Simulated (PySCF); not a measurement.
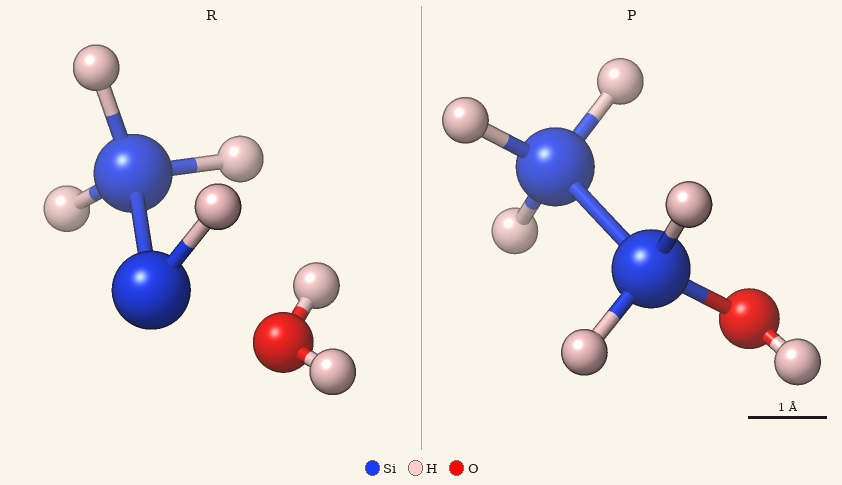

Reactant (R) and product (P) of one elementary step of Si2H6O. Style: ball-and-stick. Shown from a free direction.

Stationary points at PBE0-D4/def2-TZVP, single-point energies with CCSD(T)/CBS, PBE0-D4, PBE-D4, CCSD(T) (def2-TZVPP where no basis is named; PySCF 2.14.0). The energies are electronic, without zero-point or thermal terms, and both ends are the minima reached downhill from the saddle, with any fragments still in contact. CCSD(T)/CBS stands for a frozen-core estimate: MP2 correlation extrapolated from def2-TZVPP and def2-QZVPP, CCSD(T) minus MP2 from the smaller set.

**Predict the saddle point between them and the barrier.**

Counted by bonded pieces, R holds H₂O + Si₂H₄ and P holds Si₂H₆O. From R over the saddle to P, bonds form: H–Si (2.58 → 1.63 → 1.49 Å), O–Si (2.06 → 1.91 → 1.65 Å). A bond breaks: H–O (0.96 → 1.26 → 2.60 Å). The saddle has one imaginary mode, 1526i cm⁻¹. With CCSD(T)/CBS the barrier is 23.7 kcal/mol from R and 79.2 kcal/mol from P, and P lies 55.5 kcal/mol below R.

```csv
level,barrier from R (kcal/mol),barrier from P (kcal/mol),P less R (kcal/mol)
CCSD(T)/CBS,23.7,79.2,−55.5
PBE0-D4,22.0,75.4,−53.5
PBE-D4,17.4,67.7,−50.3
CCSD(T),24.5,79.5,−55.0
```

Against CCSD(T)/CBS, CCSD(T) comes closest on the barrier from R (+0.7 kcal/mol) and PBE-D4 misses most (−6.4 kcal/mol). At 1 of the 3 structures the mean-field solution behind CCSD(T) isn't stable (a lower one of broken symmetry exists), so those energies are less reliable.

The saddle point in the same view, with dashed sticks for the bonds that form or break:

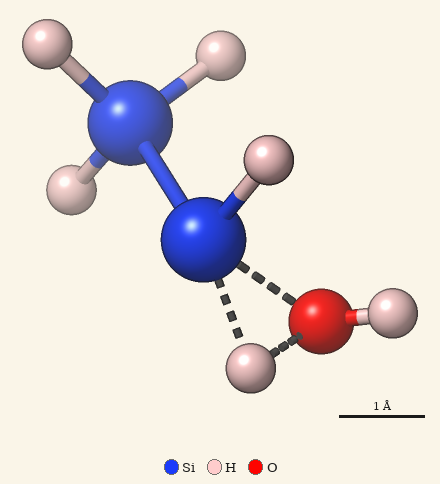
